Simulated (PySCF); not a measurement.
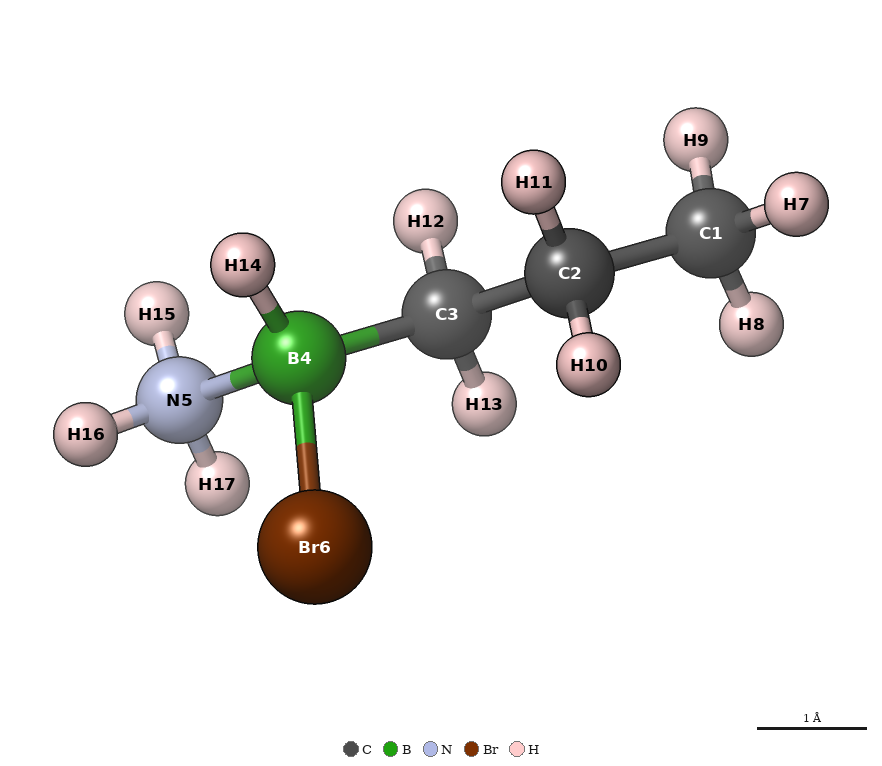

Orthographic view. Depth is shown by fading: the farther an atom, the more it takes the colour of the background. The computed structure is the end point of a PBE0-D3(BJ)/def2-SVP optimisation. No frequency run is at hand to confirm it as a minimum.

Write a MOL file (V2000) with the atoms in numerical order, bonds sorted by atom number with the orders drawn, and coordinates in the frame of the picture: x right, y up, z towards the viewer, origin at the mean position.

```
C3H11BBrN
                    3D

 17 16  0  0  0  0  0  0  0  0999 V2000
    2.4800    0.8100   -0.0400 C   0  0  0  0  0  0  0  0  0  0  0  0
    1.1800    0.4400    0.6600 C   0  0  0  0  0  0  0  0  0  0  0  0
    0.0500    0.0600   -0.2900 C   0  0  0  0  0  0  0  0  0  0  0  0
   -1.3100   -0.3400    0.4400 B   0  0  1  0  0  0  0  0  0  0  0  0
   -2.4100   -0.7200   -0.6800 N   0  0  0  0  0  0  0  0  0  0  0  0
   -1.1600   -2.0800    1.5100 Br  0  0  0  0  0  0  0  0  0  0  0  0
    3.2700    1.0800    0.6800 H   0  0  0  0  0  0  0  0  0  0  0  0
    2.8600   -0.0300   -0.6500 H   0  0  0  0  0  0  0  0  0  0  0  0
    2.3500    1.6700   -0.7100 H   0  0  0  0  0  0  0  0  0  0  0  0
    1.3600   -0.4000    1.3500 H   0  0  0  0  0  0  0  0  0  0  0  0
    0.8500    1.2800    1.3000 H   0  0  0  0  0  0  0  0  0  0  0  0
   -0.1400    0.9200   -0.9700 H   0  0  0  0  0  0  0  0  0  0  0  0
    0.4000   -0.7600   -0.9500 H   0  0  0  0  0  0  0  0  0  0  0  0
   -1.8300    0.5200    1.1400 H   0  0  0  0  0  0  0  0  0  0  0  0
   -2.6200    0.0700   -1.2900 H   0  0  0  0  0  0  0  0  0  0  0  0
   -3.2700   -1.0400   -0.2400 H   0  0  0  0  0  0  0  0  0  0  0  0
   -2.0600   -1.4900   -1.2600 H   0  0  0  0  0  0  0  0  0  0  0  0
  1  2  1  0
  1  7  1  0
  1  8  1  0
  1  9  1  0
  2  3  1  0
  2 10  1  0
  2 11  1  0
  3  4  1  0
  3 12  1  0
  3 13  1  0
  4  5  1  0
  4  6  1  0
  4 14  1  0
  5 15  1  0
  5 16  1  0
  5 17  1  0
M  CHG  2   4  -1   5   1
M  END
```
